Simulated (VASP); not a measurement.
# Lattice of BaZrO3 across functionals and dispersion corrections, part 3 of 3

Aim: relax BaZrO3 at several levels and hold each cell against experiment. The start is a cell from a database of measured crystal structures.

VASP 6.6.1, plane waves and PAW; the level of theory is named at each step.

So far. Step 4 (Relaxation with r2SCAN): It ends at 14.96 Å³/atom, +1.6 % from the start, with 0.00 GPa left. The conventional cell has a = 4.213 Å. Step 5 (Relaxation with PBE + D3(BJ)): It ends at 14.94 Å³/atom, +1.5 % from the start, with 0.00 GPa left. The conventional cell has a = 4.212 Å. Against plain PBE, the dispersion term moves a by -0.6 %.

## Step 6: Relaxation with r2SCAN + rVV10

This step: r2SCAN with rVV10; plane waves and PAW (Ba_sv, Zr_sv, O) (VASP 6.6.1).

LUSE_VDW switches on a nonlocal correlation term for dispersion.

INCAR reads:

```
SYSTEM = BaZrO3
PREC = Accurate
ENCUT = 560
EDIFF = 1E-06
NELM = 100
ISMEAR = -1
SIGMA = 0.05
LREAL = .FALSE.
ALGO = Normal
METAGGA = R2SCAN
LUSE_VDW = .TRUE.
IVDW_NL = 2
BPARAM = 11.95
CPARAM = 0.0093
LASPH = .TRUE.
NBANDS = 26
LORBIT = 11
LWAVE = .FALSE.
LCHARG = .FALSE.
KPAR = 4
IBRION = 2
NSW = 60
ISIF = 3
EDIFFG = -0.01
```

POSCAR reads:

```
BaZrO3
1.0
    4.1913400000      0.0000000000      0.0000000000
    0.0000000000      4.1913400000      0.0000000000
    0.0000000000      0.0000000000      4.1913400000
Ba Zr O
1 1 3
Direct
    0.0000000000      0.0000000000      0.0000000000
    0.5000000000      0.5000000000      0.5000000000
    0.0000000000      0.5000000000      0.5000000000
    0.5000000000      0.0000000000      0.5000000000
    0.5000000000      0.5000000000      0.0000000000
```

KPOINTS reads:

```
Automatic mesh
0
Gamma
5 5 5
0 0 0
```

Potentials, in the order of the species: Ba_sv, Zr_sv and O (PBE family, release 64).

The run is started by

```sh
$ mpirun -np 4 vasp_std
```

Numbers of over 12 decimals in the logs are rounded to 6 here.

The program printed:

```text
[banner, memory and clock lines left out]
running    4 mpi-ranks, on    1 nodes
[...]
|                                                                             |
|               ----> ADVICE to this user running VASP <----                  |
|                                                                             |
|     You have switched on vdW-DFT.                                           |
|     This routine was written and supplied by Jiri Klimes. We recommend      |
|     that you carefully read and cite the following publications:            |
|       J. Klimes, D.R. Bowler, A. Michelides                                 |
|          J. Phys.: Cond Matt. 22 022201 (2010)                              |
|       J. Klimes, D.R. Bowler, A. Michelides                                 |
|          Phys. Rev. B. 83, 195131 (2011)                                    |
|     and references therein.                                                 |
|                                                                             |

[...]
DAV:   7    -0.841978529262E+02   -0.50219E-05   -0.57437E-06   586   0.166E-02    0.607E-03
Total rVV10 correction in eV:      0.9059617    40.4481294
Total rVV10 correction in eV:      0.9059617    40.4481294
Total rVV10 correction in eV:      0.9059617    40.4481294
Total rVV10 correction in eV:      0.9059617    40.4481294
DAV:   8    -0.841978556755E+02   -0.27493E-05   -0.15163E-06   380   0.826E-03    0.124E-03
Total rVV10 correction in eV:      0.9059628    40.4481294
Total rVV10 correction in eV:      0.9059628    40.4481294
Total rVV10 correction in eV:      0.9059628    40.4481294
Total rVV10 correction in eV:      0.9059628    40.4481294
DAV:   9    -0.841978556208E+02    0.54779E-07   -0.15197E-07   296   0.318E-03
Total rVV10 correction in eV:      0.9059654    40.4481294
Total rVV10 correction in eV:      0.9059654    40.4481294
Total rVV10 correction in eV:      0.9059654    40.4481294
Total rVV10 correction in eV:      0.9059654    40.4481294
Total rVV10 correction in eV:      0.9059632    40.4481294
Total rVV10 correction in eV:      0.9059632    40.4481294
Total rVV10 correction in eV:      0.9059632    40.4481294
Total rVV10 correction in eV:      0.9059632    40.4481294
   3 F= -.84197856E+02 E0= -.84197856E+02  d E =-.296047E-02
[...]
reached required accuracy - stopping structural energy minimisation
```

Wall time 89 s (4 MPI ranks of AMD EPYC 9R45, shared host); peak memory 1.2 GiB; 5.9 min of CPU time.

From OUTCAR (step 6):

```text
  Total        0.0013726      0.0013726      0.0013726     -0.0000000      0.0000000      0.0000000
  in kB        0.0296080      0.0296080      0.0296080     -0.0000000      0.0000000      0.0000000
  external PRESSURE =       0.0296080 kB  Pullay stress =       0.0000000 kB

 POSITION                                       TOTAL-FORCE (eV/Angst)
 -----------------------------------------------------------------------------------
      0.00000      0.00000      0.00000        -0.000000     -0.000000      0.000000
      2.10179      2.10179      2.10179         0.000000      0.000000      0.000000
      0.00000      2.10179      2.10179         0.000000      0.000000      0.000000
      2.10179      0.00000      2.10179        -0.000000      0.000000      0.000000
      2.10179      2.10179     -0.00000        -0.000000     -0.000000      0.000000
 -----------------------------------------------------------------------------------
    total drift:                                0.000000     -0.000000     -0.000000

  FREE ENERGIE OF THE ION-ELECTRON SYSTEM (eV)
  ---------------------------------------------------
  free  energy   TOTEN  =       -84.1978556208 eV

  energy  without entropy=      -84.1978556207  energy(sigma->0) =      -84.19785562

[... 2 parts as in an earlier step ...]

[... 2 further parts left out ...]
[key lines of the parts left out:]
E-fermi :   4.5242
```

It ends at 14.86 Å³/atom, +0.9 % from the start, with 0.00 GPa left. The conventional cell has a = 4.204 Å. Against plain r2SCAN, the dispersion term moves a by -0.2 %.

## Step 7: Relaxation with optB88-vdW

This step: optB88-vdW; plane waves and PAW (Ba_sv, Zr_sv, O) (VASP 6.6.1).

optB88-vdW pairs nonlocal correlation with a B88-type exchange refitted to the binding of molecular dimers.

Edit INCAR of step 6 so:

```diff
@@ -9,7 +9,7 @@
 ALGO = Normal
-METAGGA = R2SCAN
+GGA = BO
+AGGAC = 0
 LUSE_VDW = .TRUE.
-IVDW_NL = 2
-BPARAM = 11.95
-CPARAM = 0.0093
+PARAM1 = 0.1833333333
+PARAM2 = 0.22
 LASPH = .TRUE.
```

POSCAR is that of step 6.

KPOINTS is that of step 6.

The run is started by

```sh
$ mpirun -np 4 vasp_std
```

The program printed:

```text
[banner, memory and clock lines left out]
running    4 mpi-ranks, on    1 nodes
[...]
[... a notice as in an earlier step ...]

 [... a notice as in an earlier step ...]

 LDA part: xc-table for (Slater+PW92), standard interpolation
 POSCAR, INCAR and KPOINTS ok, starting setup
[...]
entering main loop
       N       E                     dE             d eps       ncg     rms          rms(c)
DAV:   1     0.334871609584E+03    0.33487E+03   -0.23028E+04   520   0.160E+03
DAV:   2    -0.196270109979E+02   -0.35450E+03   -0.34526E+03   640   0.381E+02
DAV:   3    -0.404917394395E+02   -0.20865E+02   -0.20794E+02   782   0.886E+01
DAV:   4    -0.412007266010E+02   -0.70899E+00   -0.70827E+00   734   0.124E+01
[...]
DAV:  12    -0.329197552160E+02   -0.47724E-04   -0.14834E-04   678   0.935E-02    0.320E-02
DAV:  13    -0.329197528013E+02    0.24147E-05   -0.21651E-05   790   0.314E-02    0.411E-03
DAV:  14    -0.329197531473E+02   -0.34600E-06   -0.18473E-06   488   0.105E-02
[...]
2 F= -.32913555E+02 E0= -.32913555E+02  d E =0.619836E-02
 trial-energy change:    0.006198  1 .order    0.004708   -0.088478    0.097895
 step:   0.4628(harm=  0.4747)  dis= 0.00000  next Energy=   -32.940080 (dE=-0.203E-01)
[...]
N       E                     dE             d eps       ncg     rms          rms(c)
DAV:   1    -0.331189727735E+02   -0.20542E+00   -0.54243E+00   538   0.184E+01    0.427E+00
DAV:   2    -0.329690666385E+02    0.14991E+00   -0.67504E-01   558   0.508E+00    0.153E+00
DAV:   3    -0.329404259023E+02    0.28641E-01   -0.86164E-02   670   0.220E+00    0.412E-01
DAV:   4    -0.329382693546E+02    0.21565E-02   -0.25849E-02   850   0.796E-01    0.338E-01
DAV:   5    -0.329391619397E+02   -0.89259E-03   -0.95199E-04   754   0.192E-01    0.166E-01
DAV:   6    -0.329397952397E+02   -0.63330E-03   -0.16391E-03   768   0.187E-01    0.355E-02
DAV:   7    -0.329398244016E+02   -0.29162E-04   -0.49851E-05   688   0.435E-02    0.161E-02
DAV:   8    -0.329398311289E+02   -0.67272E-05   -0.15727E-05   710   0.232E-02    0.261E-03
DAV:   9    -0.329398311036E+02    0.25213E-07   -0.46945E-07   336   0.400E-03
   3 F= -.32939831E+02 E0= -.32939831E+02  d E =-.200780E-01
[...]
reached required accuracy - stopping structural energy minimisation
```

Elapsed: 65 s, on 4 MPI ranks; peak memory 1.5 GiB.

OUTCAR, selected parts (step 7):

```text
  Total       -0.0078492     -0.0078492     -0.0078492     -0.0000000      0.0000000     -0.0000000
  in kB       -0.1668572     -0.1668572     -0.1668572     -0.0000000      0.0000000     -0.0000000
  external PRESSURE =      -0.1668572 kB  Pullay stress =       0.0000000 kB

 POSITION                                       TOTAL-FORCE (eV/Angst)
 -----------------------------------------------------------------------------------
      0.00000      0.00000      0.00000        -0.000000     -0.000000      0.000000
      2.11203      2.11203      2.11203         0.000000     -0.000000      0.000000
     -0.00000      2.11203      2.11203         0.000000     -0.000000      0.000000
      2.11203     -0.00000      2.11203        -0.000000      0.000000      0.000000
      2.11203      2.11203      0.00000        -0.000000     -0.000000      0.000000
 -----------------------------------------------------------------------------------
    total drift:                                0.000000     -0.000000     -0.000000

  FREE ENERGIE OF THE ION-ELECTRON SYSTEM (eV)
  ---------------------------------------------------
  free  energy   TOTEN  =       -32.9398311036 eV

  energy  without entropy=      -32.9398311036  energy(sigma->0) =      -32.93983110

[... 2 parts as in an earlier step ...]

[... 2 further parts left out ...]
[key lines of the parts left out:]
E-fermi :   4.5252
```

It ends at 15.07 Å³/atom, +2.4 % from the start, with -0.02 GPa left. The conventional cell has a = 4.224 Å.

## Step 8: Relaxation with PBE + TS

This step: PBE with TS; plane waves and PAW (Ba_sv, Zr_sv, O) (VASP 6.6.1).

The Tkatchenko-Scheffler scheme scales free-atom polarisabilities by Hirshfeld volumes.

Edit INCAR of step 7 so:

```diff
@@ -9,9 +9,6 @@
 ALGO = Normal
-GGA = BO
-AGGAC = 0
-LUSE_VDW = .TRUE.
-PARAM1 = 0.1833333333
-PARAM2 = 0.22
+GGA = PE
+IVDW = 20
+NBANDS = 26
 LASPH = .TRUE.
-NBANDS = 26
 LORBIT = 11
```

POSCAR is that of step 7.

KPOINTS is that of step 7.

The run is started by

```sh
$ mpirun -np 4 vasp_std
```

The program printed:

```text
[... set-up lines as in an earlier step ...]
 entering main loop
       N       E                     dE             d eps       ncg     rms          rms(c)
[... 14 cycles as in an earlier step ...]
 augmentation electrons   40.839286
 total        electrons   40.839286
 augmentation electrons   802.134355074861
 total        electrons   802.134355074861
 augmentation electrons   1.260454
 soft         electrons   39.578833
 total        electrons   40.839287
 translations:           2           2           2
   1 F= -.44006982E+02 E0= -.44006982E+02  d E =-.440070E+02
[...]
N       E                     dE             d eps       ncg     rms          rms(c)
DAV:   1    -0.417174561950E+02   -0.30116E-01   -0.44835E-01   558   0.537E+00    0.126E+00
DAV:   2    -0.417056683145E+02    0.11788E-01   -0.53193E-02   604   0.143E+00    0.469E-01
DAV:   3    -0.417031689363E+02    0.24994E-02   -0.70966E-03   712   0.622E-01    0.117E-01
DAV:   4    -0.417029970428E+02    0.17189E-03   -0.22973E-03   792   0.240E-01    0.939E-02
[...]
N       E                     dE             d eps       ncg     rms          rms(c)
DAV:   1    -0.416993938674E+02    0.37156E-02   -0.10983E-01   558   0.266E+00    0.625E-01
DAV:   2    -0.416964898435E+02    0.29040E-02   -0.12849E-02   600   0.707E-01    0.230E-01
DAV:   3    -0.416958746052E+02    0.61524E-03   -0.17531E-03   714   0.309E-01    0.568E-02
DAV:   4    -0.416958410036E+02    0.33602E-04   -0.54306E-04   818   0.116E-01    0.469E-02
DAV:   5    -0.416958654170E+02   -0.24413E-04   -0.23608E-05   788   0.272E-02    0.249E-02
DAV:   6    -0.416958871845E+02   -0.21767E-04   -0.35020E-05   802   0.300E-02    0.415E-03
DAV:   7    -0.416958886404E+02   -0.14559E-05   -0.25999E-06   478   0.953E-03    0.262E-03
DAV:   8    -0.416958896047E+02   -0.96434E-06   -0.51196E-07   300   0.519E-03
 augmentation electrons   40.842628
 total        electrons   40.842628
 augmentation electrons   805.013624694947
 total        electrons   805.013624694947
 augmentation electrons   1.265278
 soft         electrons   39.577350
 total        electrons   40.842628
 translations:           2           2           2
   3 F= -.44007497E+02 E0= -.44007497E+02  d E =-.515433E-03
[...]
reached required accuracy - stopping structural energy minimisation
```

The job ended after 20 s (4 MPI ranks; peak memory 0.7 GiB).

Parts of OUTCAR (step 8):

```text
  Edisp (eV):   -2.31161

  Total       0.01226     0.01226     0.01226     0.00000     0.00000     0.00000
  in kB       0.26562     0.26562     0.26562     0.00000     0.00000     0.00000
  external pressure =        0.27 kB  Pullay stress =        0.00 kB

 POSITION                                       TOTAL-FORCE (eV/Angst)
 -----------------------------------------------------------------------------------
      0.00000      0.00000      0.00000        -0.000000      0.000000      0.000000
      2.09843      2.09843      2.09843         0.000000     -0.000000      0.000000
     -0.00000      2.09843      2.09843         0.000000     -0.000000      0.000000
      2.09843     -0.00000      2.09843        -0.000000     -0.000000      0.000000
      2.09843      2.09843      0.00000        -0.000000      0.000000      0.000000
 -----------------------------------------------------------------------------------
    total drift:                                0.000000     -0.000000     -0.000000

  FREE ENERGIE OF THE ION-ELECTRON SYSTEM (eV)
  ---------------------------------------------------
  free  energy   TOTEN  =       -44.0074974354 eV

  energy  without entropy=      -44.0074974353  energy(sigma->0) =      -44.00749744

[... 2 parts as in an earlier step ...]

[... 2 further parts left out ...]
[key lines of the parts left out:]
E-fermi :   4.8028
```

Plain TS starts from free neutral atoms, whose polarisability is far too large for alkali and alkaline-earth ions, so it can overbind such cells badly.

It ends at 14.78 Å³/atom, +0.4 % from the start, with 0.03 GPa left. The conventional cell has a = 4.197 Å. Against plain PBE, the dispersion term moves a by -0.9 %.

## Step 9: Relaxation with BLYP + D3(BJ)

This step: BLYP with D3(BJ); plane waves and PAW (Ba_sv, Zr_sv, O) (VASP 6.6.1).

BLYP comes from molecular chemistry and underbinds dense solids.

Edit INCAR of step 8 so:

```diff
@@ -9,4 +9,12 @@
 ALGO = Normal
-GGA = PE
-IVDW = 20
+GGA = B5
+ALDAX = 1
+AGGAX = 1
+AGGAC = 1
+ALDAC = 0
+IVDW = 12
+VDW_S6 = 1
+VDW_S8 = 2.6996
+VDW_A1 = 0.4298
+VDW_A2 = 4.2359
 NBANDS = 26
```

POSCAR is that of step 8.

KPOINTS is that of step 8.

The run is started by

```sh
$ mpirun -np 4 vasp_std
```

The program printed:

```text
[banner, memory and clock lines left out]
running    4 mpi-ranks, on    1 nodes
[...]
[... a notice as in an earlier step ...]

 LDA part: xc-table for (Slater(with rela. corr.)+VWN5), standard interpolation
 POSCAR, INCAR and KPOINTS ok, starting setup
[...]
entering main loop
       N       E                     dE             d eps       ncg     rms          rms(c)
DAV:   1     0.328818418137E+03    0.32882E+03   -0.23061E+04   520   0.160E+03
DAV:   2    -0.272030245719E+02   -0.35602E+03   -0.34680E+03   640   0.382E+02
DAV:   3    -0.480334553555E+02   -0.20830E+02   -0.20763E+02   790   0.887E+01
DAV:   4    -0.486687382133E+02   -0.63528E+00   -0.63461E+00   728   0.119E+01
[...]
DAV:  12    -0.398090883969E+02   -0.27852E-04   -0.13004E-04   644   0.845E-02    0.356E-02
DAV:  13    -0.398090852443E+02    0.31526E-05   -0.22707E-05   796   0.330E-02    0.391E-03
DAV:  14    -0.398090853424E+02   -0.98176E-07   -0.16768E-06   478   0.847E-03
   1 F= -.42691682E+02 E0= -.42691682E+02  d E =-.426917E+02
[...]
2 F= -.42687721E+02 E0= -.42687721E+02  d E =0.396164E-02
 trial-energy change:    0.003962  1 .order    0.002559   -0.091228    0.096346
 step:   0.4752(harm=  0.4864)  dis= 0.00000  next Energy=   -42.713206 (dE=-0.215E-01)
[...]
N       E                     dE             d eps       ncg     rms          rms(c)
DAV:   1    -0.400759515849E+02   -0.12771E+00   -0.53306E+00   538   0.183E+01    0.422E+00
DAV:   2    -0.399289925288E+02    0.14696E+00   -0.67104E-01   566   0.506E+00    0.151E+00
DAV:   3    -0.399006296068E+02    0.28363E-01   -0.83003E-02   672   0.217E+00    0.418E-01
DAV:   4    -0.398983540565E+02    0.22756E-02   -0.26158E-02   874   0.806E-01    0.337E-01
DAV:   5    -0.398992120350E+02   -0.85798E-03   -0.91613E-04   730   0.185E-01    0.167E-01
DAV:   6    -0.398998193542E+02   -0.60732E-03   -0.16354E-03   764   0.186E-01    0.345E-02
DAV:   7    -0.398998459674E+02   -0.26613E-04   -0.56025E-05   688   0.454E-02    0.152E-02
DAV:   8    -0.398998507877E+02   -0.48204E-05   -0.15404E-05   710   0.217E-02    0.282E-03
DAV:   9    -0.398998507383E+02    0.49427E-07   -0.43499E-07   312   0.390E-03
   3 F= -.42712975E+02 E0= -.42712975E+02  d E =-.212927E-01
[...]
reached required accuracy - stopping structural energy minimisation
```

Elapsed: 41 s, on 4 MPI ranks; peak memory 0.72 GiB.

OUTCAR, selected parts (step 9):

```text
 Edisp (eV)   -2.73948

 Edisp (eV)   -2.81312

  Total      -0.01241    -0.01241    -0.01241     0.00000     0.00000    -0.00000
  in kB      -0.26362    -0.26362    -0.26362     0.00000     0.00000    -0.00000
  external pressure =       -0.26 kB  Pullay stress =        0.00 kB

 POSITION                                       TOTAL-FORCE (eV/Angst)
 -----------------------------------------------------------------------------------
      0.00000      0.00000      0.00000         0.000000      0.000000      0.000000
      2.11273      2.11273      2.11273        -0.000000     -0.000000      0.000000
      0.00000      2.11273      2.11273        -0.000000     -0.000000      0.000000
      2.11273     -0.00000      2.11273         0.000000     -0.000000      0.000000
      2.11273      2.11273     -0.00000         0.000000      0.000000      0.000000
 -----------------------------------------------------------------------------------
    total drift:                                0.000000     -0.000000     -0.000000

  FREE ENERGIE OF THE ION-ELECTRON SYSTEM (eV)
  ---------------------------------------------------
  free  energy   TOTEN  =       -42.7129751345 eV

  energy  without entropy=      -42.7129751345  energy(sigma->0) =      -42.71297513

[... 2 parts as in an earlier step ...]

[... 2 further parts left out ...]
[key lines of the parts left out:]
E-fermi :   5.0445
```

It ends at 15.09 Å³/atom, +2.5 % from the start, with -0.03 GPa left. The conventional cell has a = 4.225 Å.

## Step 10: The cells as a table

This step: relaxed cells at several levels; plane waves and PAW (VASP 6.6.1).

This step runs nothing: it gathers the runs above.

Lengths are those of the conventional cell; cost is the wall time of each run, as given at its step, times its ranks, without the set-up around it. Results by level, by row:

| level | volume (Å³/atom) | change from the start (%) | a (Å) | cost (core minutes) |
| --- | --- | --- | --- | --- |
| LDA | 14.41 | -2.2 | 4.161 | 0.533 |
| PBE | 15.2 | 3.2 | 4.236 | 0.747 |
| r2SCAN | 14.96 | 1.6 | 4.213 | 2.6 |
| PBE + D3(BJ) | 14.94 | 1.5 | 4.212 | 0.733 |
| r2SCAN + rVV10 | 14.86 | 0.9 | 4.204 | 5.93 |
| optB88-vdW | 15.07 | 2.4 | 4.224 | 4.33 |
| PBE + TS | 14.78 | 0.4 | 4.197 | 1.31 |
| BLYP + D3(BJ) | 15.09 | 2.5 | 4.225 | 2.73 |

## Step 11: What came out

| Item | Value |
| --- | --- |
| volume, LDA | 14.41 Å³/atom |
| volume, PBE | 15.20 Å³/atom |
| volume, r2SCAN | 14.96 Å³/atom |
| volume, PBE + D3(BJ) | 14.94 Å³/atom |
| volume, r2SCAN + rVV10 | 14.86 Å³/atom |
| volume, optB88-vdW | 15.07 Å³/atom |
| volume, PBE + TS | 14.78 Å³/atom |
| volume, BLYP + D3(BJ) | 15.09 Å³/atom |

**Reading.** For BaZrO3 the levels give volumes between 14.41 Å³/atom (LDA) and 15.20 Å³/atom (PBE), a spread of 5.5 %, while the cost of the finished runs spans a factor of 11. Within 1 % of experiment on every length: LDA, PBE, r2SCAN, PBE + D3(BJ), r2SCAN + rVV10, optB88-vdW, PBE + TS and BLYP + D3(BJ). The nearest, PBE + TS, took 2.5 times the core time of LDA and lowers the largest miss from 0.81 to 0.05 %. Thermal and zero-point expansion, often some tenths of a per cent in length, bear on this order: with the measured lengths lowered by an assumed 0.4 % the nearest becomes LDA. The costs hold the number of ionic steps as well as the price of the functional. The closing table has room for seven levels; BLYP + D3(BJ) stands in the table of levels alone. Adding D3(BJ) to PBE changes the volume by -1.7 % (a by -0.6 %). Adding rVV10 to r2SCAN changes the volume by -0.7 % (a by -0.2 %). Adding TS to PBE changes the volume by -2.7 % (a by -0.9 %). Plain TS (PBE + TS) starts from free neutral atoms, far too polarisable for alkali and alkaline-earth ions, and can overbind such cells badly. Within 0.02 Å all end in space group Pm-3m; the runs can't lower the symmetry of the start. Each is a single relaxation on the plane waves of the start cell, so larger changes of volume carry a basis-set error that was not tested here.

Comparison with the measured values:

| quantity | measured | LDA | PBE | r2SCAN | PBE + D3(BJ) | r2SCAN + rVV10 | optB88-vdW | PBE + TS |
| --- | --- | --- | --- | --- | --- | --- | --- | --- |
| lattice constant a (Å) | 4.1947 | 4.161 (-0.8 %) | 4.236 (+1.0 %) | 4.213 (+0.4 %) | 4.212 (+0.4 %) | 4.204 (+0.2 %) | 4.224 (+0.7 %) | 4.197 (+0.1 %) |

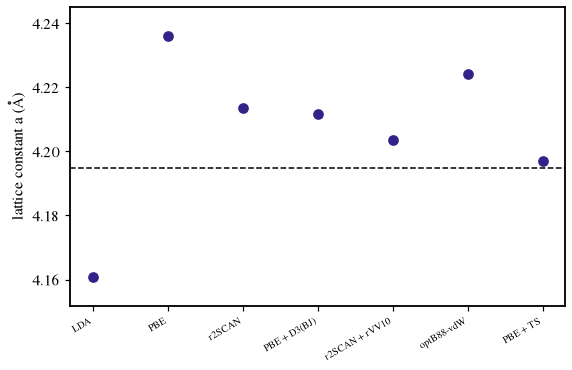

The lattice constant a by level; the dashed line is the measured value.

Measured values from pmc:9457899 (2022).

Verdict: For the lattice constant a, of the levels listed nearest comes PBE + TS (+0.1 %, good agreement) and farthest PBE (+1.0 %, fair agreement). The grades are ours: good and fair within 0.7 and 1.5 % for the lattice constant a. For lattice constants the calculation has a static lattice, without zero-point motion or thermal expansion.

[Lines on the potential files, build, host, timing and source positions are cut from VASP's logs without a mark.]

[Logs are printed without paths, hosts, clocks, repeated set-up lines and the standing remarks that a program may print on its own settings, such as how far it seeks lower states.]

[Hosts, paths, dates, database ids (printed as entryN), source tags and the programs' standing remarks are cut or masked in the printed files.]

[A measured line is paired with the nearest computed mode of its activity, which favours agreement.]
